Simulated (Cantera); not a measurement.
Charge: 1 mol SiC, a varied amount of CO₂, 59 mol H₂, at 973 K and 0.140 Pa.

These are equilibrium values from Cantera (NASA tables, ideal gas, pure condensed phases), not measurements of a reactor. Candidate condensed phases: C, C₆H₆, C₇H₈, C₈H₁₈, H₂O, Si, SiC, SiO₂; 123 gas species. Kinetics and transport are ignored.

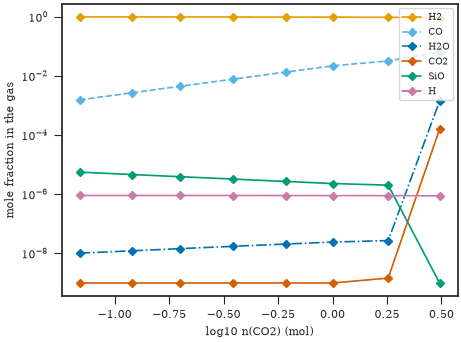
Figure: Equilibrium gas composition (values under 1e-9 drawn at 1e-9)

From 0.069 mol CO₂ to 1 mol CO₂ the condensed part is SiC(s) + SiO₂(β-quartz). At 1.8 mol CO₂ the condensed part is C(graphite) + SiC(s) + SiO₂(β-quartz). At 3.1 mol CO₂ the condensed part is SiO₂(β-quartz).
